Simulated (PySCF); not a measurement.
## C₄H₅FOSi: one change and its effect

System: C₄H₅FOSi.
Method of run 1: GIAO PBE0/6-31G NMR shielding, non-relativistic, gas phase (PySCF 2.14.0).

The geometry comes from this level: PBE0-D3(BJ)/def2-SVP. Text and figures count atoms from 1; the logs count them from 0 in places.

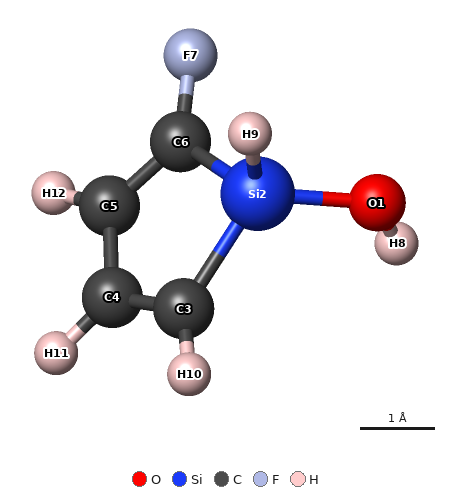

Fig. 1: The input geometry (ball-and-stick view, seen at a tilt; atoms are numbered from 1 in the order of the input).

**The input, run 1**
```
{"job": {"kind": "nmr", "xc": "PBE0", "basis": "6-31G", "pop": true}, "charge": 0, "multiplicity": 1}
O      2.196473    -1.261932    -0.114864
Si     0.628650    -0.977646     0.357592
C     -0.655861    -0.725314    -0.974763
C     -1.224102     0.481772    -0.761706
C     -0.725053     1.316278     0.356049
C      0.269495     0.753722     1.062685
F      0.852001     1.337665     2.103781
H      2.549415    -0.693855    -0.806051
H      0.322630    -2.049460     1.339730
H     -0.987831    -1.387061    -1.776928
H     -2.042693     0.871605    -1.377748
H     -1.145812     2.301968     0.573335
```

The first line tells a small driver script what to run in PySCF; the rest is the geometry in Å.

Command:
```bash
OMP_NUM_THREADS=1 python <driver script> task.json out
```

Hardware: 1 CPU thread, shared host.

**Output (run 1)**
```
coarse grid: 11240 points
cycle   1  E = -619.2682733115  dE =  1.185e+00  |g| = 8.054e-01  |ddm| = 3.562e+00
cycle   2  E = -619.0520620015  dE =  2.162e-01  |g| = 1.316e+00  |ddm| = 2.055e+00
cycle   3  E = -619.3990462951  dE = -3.470e-01  |g| = 1.239e-01  |ddm| = 1.439e+00
cycle   4  E = -619.4028943663  dE = -3.848e-03  |g| = 3.900e-02  |ddm| = 2.015e-01
cycle   5  E = -619.4032030639  dE = -3.087e-04  |g| = 1.170e-02  |ddm| = 4.105e-02
cycle   6  E = -619.4032310614  dE = -2.800e-05  |g| = 2.905e-03  |ddm| = 1.337e-02
cycle   7  E = -619.4032328789  dE = -1.818e-06  |g| = 1.144e-03  |ddm| = 4.006e-03
final grid: 106432 points
cycle   8  E = -619.3490991253  dE = -1.049e-05  |g| = 7.576e-03  |ddm| = 1.707e-02
cycle   9  E = -619.3490834192  dE =  1.571e-05  |g| = 1.158e-02  |ddm| = 2.046e-02
cycle  10  E = -619.3491128872  dE = -2.947e-05  |g| = 1.149e-03  |ddm| = 1.282e-02
cycle  11  E = -619.3491131979  dE = -3.108e-07  |g| = 1.785e-04  |ddm| = 1.261e-03
cycle  12  E = -619.3491132038  dE = -5.844e-09  |g| = 1.034e-04  |ddm| = 2.705e-04
cycle  13  E = -619.3491132067  dE = -2.867e-09  |g| = 1.916e-05  |ddm| = 1.269e-04
cycle  14  E = -619.3491132067  dE = -8.674e-11  |g| = 7.021e-06  |ddm| = 2.825e-05
converged SCF energy = -619.3491132067

GIAO shielding tensors (ppm)
atom      isotropic    diamagn.    paramagn.     s11        s22        s33       span
  0 O      332.343     393.836     -61.493    274.594    331.431    391.003    116.409
  1 Si     437.628     880.917    -443.290    397.741    438.714    476.427     78.687
  2 C       87.630     264.481    -176.851    -10.082     90.083    182.889    192.971
  3 C       55.024     254.977    -199.953    -58.834     59.676    164.229    223.063
  4 C       78.978     257.389    -178.411    -22.248    100.165    159.016    181.263
  5 C       28.422     260.012    -231.590    -57.740     49.815     93.193    150.933
  6 F      299.882     469.914    -170.032    174.906    231.531    493.209    318.304
  7 H       32.438      29.576       2.862     24.219     27.743     45.350     21.131
  8 H       27.172      29.361      -2.189     23.684     25.148     32.683      8.999
  9 H       27.197      30.820      -3.622     25.738     26.820     29.034      3.296
 10 H       25.538      28.798      -3.261     23.716     24.667     28.230      4.515
 11 H       26.410      29.365      -2.956     23.773     25.599     29.857      6.084
```

The input of run 2 differs as follows (lines with − go, lines with + come):
```diff
-"basis": "6-31G"
+"basis": "STO-3G"
```

What does this change do to the results?

The total energy of run 2 is 4740.2 kcal/mol higher, which measures the change of basis and not a stability. The HOMO goes from −6.65 to −3.77 eV. The LUMO goes from −1.70 to 2.07 eV. The dipole moment goes from 2.92 to 0.82 D. Of all shieldings, the largest change is that of Si2, by +92.4 ppm. The SCF takes 13 iterations against 14. The basis functions go from 77 to 44.

**Output (run 2)**
```
coarse grid: 11240 points
cycle   1  E = -611.7048964306  dE =  1.095e+00  |g| = 6.202e-01  |ddm| = 4.735e+00
cycle   2  E = -611.5884741308  dE =  1.164e-01  |g| = 9.261e-01  |ddm| = 2.106e+00
cycle   3  E = -611.8430680568  dE = -2.546e-01  |g| = 6.803e-02  |ddm| = 1.329e+00
cycle   4  E = -611.8446075126  dE = -1.539e-03  |g| = 3.580e-02  |ddm| = 1.678e-01
cycle   5  E = -611.8449106034  dE = -3.031e-04  |g| = 1.981e-02  |ddm| = 6.562e-02
cycle   6  E = -611.8450318109  dE = -1.212e-04  |g| = 1.650e-03  |ddm| = 2.668e-02
cycle   7  E = -611.8450327346  dE = -9.237e-07  |g| = 3.868e-04  |ddm| = 2.875e-03
final grid: 106432 points
cycle   8  E = -611.7951529050  dE = -6.118e-06  |g| = 3.887e-03  |ddm| = 1.528e-02
cycle   9  E = -611.7951516925  dE =  1.213e-06  |g| = 4.381e-03  |ddm| = 1.218e-02
cycle  10  E = -611.7951580874  dE = -6.395e-06  |g| = 3.411e-04  |ddm| = 6.513e-03
cycle  11  E = -611.7951581235  dE = -3.617e-08  |g| = 1.212e-04  |ddm| = 5.854e-04
cycle  12  E = -611.7951581278  dE = -4.250e-09  |g| = 2.671e-05  |ddm| = 1.702e-04
cycle  13  E = -611.7951581280  dE = -2.198e-10  |g| = 7.193e-06  |ddm| = 4.113e-05
converged SCF energy = -611.7951581280

GIAO shielding tensors (ppm)
atom      isotropic    diamagn.    paramagn.     s11        s22        s33       span
  0 O      405.626     373.823      31.802    296.089    431.103    489.685    193.597
  1 Si     530.017     869.774    -339.757    462.358    548.243    579.450    117.091
  2 C      133.296     258.037    -124.740     42.828    135.567    221.494    178.667
  3 C      112.182     254.317    -142.135     21.988    119.413    195.146    173.158
  4 C      128.965     256.371    -127.406     42.405    144.258    200.233    157.828
  5 C       94.409     262.538    -168.128     33.783     96.738    152.706    118.923
  6 F      306.909     452.250    -145.341    160.804    215.112    544.812    384.009
  7 H       35.345      30.209       5.136     27.818     32.396     45.821     18.003
  8 H       29.303      31.017      -1.714     25.591     26.570     35.747     10.156
  9 H       27.455      31.135      -3.680     25.977     27.205     29.182      3.205
 10 H       26.512      30.438      -3.927     24.639     25.085     29.811      5.171
 11 H       27.174      30.824      -3.650     24.839     24.944     31.738      6.899
```

**The two runs side by side**

```tsv
quantity	run 1	run 2
outcome	converged	converged
total energy (hartree)	−619.349113	−611.795158
HOMO (eV)	−6.65	−3.77
LUMO (eV)	−1.70	2.07
dipole moment (D)	2.92	0.82
shielding of O1 (ppm)	332.3	405.6
shielding of Si2 (ppm)	437.6	530.0
shielding of C3 (ppm)	87.6	133.3
shielding of C4 (ppm)	55.0	112.2
shielding of C5 (ppm)	79.0	129.0
shielding of C6 (ppm)	28.4	94.4
shielding of F7 (ppm)	299.9	306.9
SCF iterations	14	13
basis functions	77	44
wall time (shared host)	14 s	6.2 s
```
